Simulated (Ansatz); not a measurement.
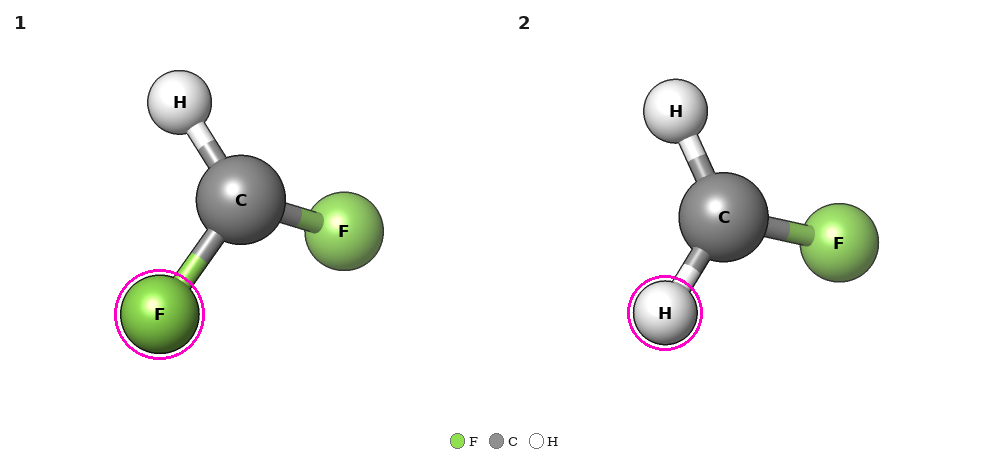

2 molecules with one skeleton, seen from the same side and at one scale; the atom that differs is circled. State: neutral, doublet. Computed geometries: PBE0-D4/def2-TZVP optimisations, one conformation each. Properties computed with Ansatz 0.2.0.

One atom differs, called X below: F in panel 1, H in panel 2. Their formulas are CHF2 (`F[CH]F`), CH2F (`[CH2]F`).

In which is the angle X–C–H larger (PBE0-D4/def2-TZVP)?

In panel 2 (X = H).

In which is the harmonic zero-point energy higher (PBE0-D4/def2-TZVP)?

In panel 2 (X = H).

Give the values. With PBE0-D4/def2-TZVP: length of X–C (Å), angle X–C–H (°), dipole moment (D), harmonic zero-point energy (kJ/mol).

| quantity | 1 (F) | 2 (H) | 2 − 1 |
| --- | --- | --- | --- |
| length of X–C (Å) | 1.321 | 1.082 | −0.239 |
| angle X–C–H (°) | 114.2 | 124.6 | +10.4 |
| dipole moment (D) | 1.33 | 1.30 | −0.03 |
| harmonic zero-point energy (kJ/mol) | 50.6 | 64.8 | +14.2 |
